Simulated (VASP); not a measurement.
Band structure of Cu₂O (cuprite). Calculation: MS2 meta-GGA, VASP's PBE PAW potentials (set 64) (plane waves; VASP).

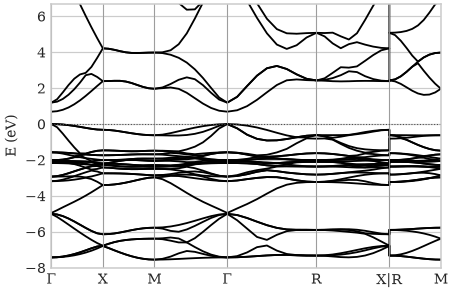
Fig. 1. Bands along high-symmetry lines, zero at the valence-band maximum or, without a gap, the Fermi level

### Question
Read the plot: is there a gap, and where are the band edges?

### Answer
The gap is direct, 0.69 eV, from the valence maximum at Γ to the conduction minimum at Γ.

Measured: gap 2.20 eV (computed value off by -1.51 eV), as given by Wei Chen et al., Physical Review Materials (2018), doi:10.1103/physrevmaterials.2.073803 [zero-point renormalisation of 0.03 eV added back (the table's ZPR column)].

The compound is Cu2O in the cuprite structure. It was relaxed first.
